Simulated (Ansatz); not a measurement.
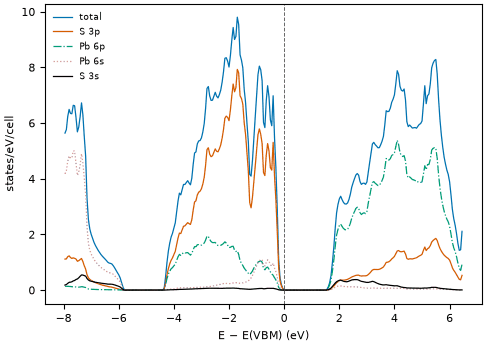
Total and projected density of states of PbS in space group Pnma (No. 62; Pb on 4c, S on 4c), DFT-r²SCAN+D4 in the program Ansatz with PAW potentials

Q: Which orbitals carry the states next to the gap?

A: Top 1 eV of the valence band: S 3p 72 %, Pb 6s 14 %, Pb 6p 11 %. Bottom 1 eV of the conduction band: Pb 6p 70 %, S 3p 11 %, S 3s 11 %. Projections are on Löwdin-orthogonalised atomic valence shells; empty p or d shells of many metals are not among them.

Q: Where is the tallest occupied peak in this window, and what makes it?

A: Near -1.7 eV, about 9.8 states/eV per cell; the largest projected share is S 3p.

The first step of the workflow began from a Materials Project structure, measured or hypothetical; the Crystallography Open Database copy checked does not list it. It is not the phase usual at ambient conditions (space group No. 225). The r²SCAN+D4 relaxation kept the symmetry of its start; its stability against distortions is not shown here. Scalar-relativistic: spin–orbit coupling is off unless named, which matters more the heavier the elements.

Potentials: the later of the program's two PAW sets.
